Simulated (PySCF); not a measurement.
Vertical excitations of a molecule H7NO2Si2 from TDA-PBE/def2-SVPD run with PySCF, as energy in eV (oscillator strength): 5.73 (0.010), 6.29 (0.054), 6.48 (0.001), 6.59 (0.028), 6.95 (0.011), 6.98 (0.001), 7.00 (0.018), 7.19 (0.019), 7.24 (0.006), 7.30 (0.038). Lowest triplet (TDA): 5.59 eV. Coordinates come from a r2SCAN-D4/def2-SVP optimisation. Other conformers were not sampled.

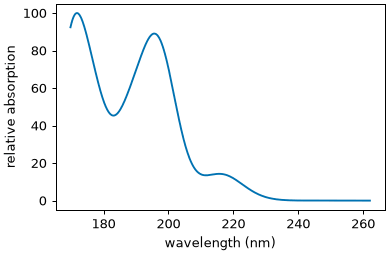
*The lines broadened by 0.4 eV.*

**Question.** Which molecule gave these data?
A. O[SiH2]N[SiH2]O
B. N[SiH2][SiH](O)O
C. N[SiH2]O[SiH2]O
D. N[Si@H](O)O[SiH3]

**Answer.** C, N[SiH2]O[SiH2]O
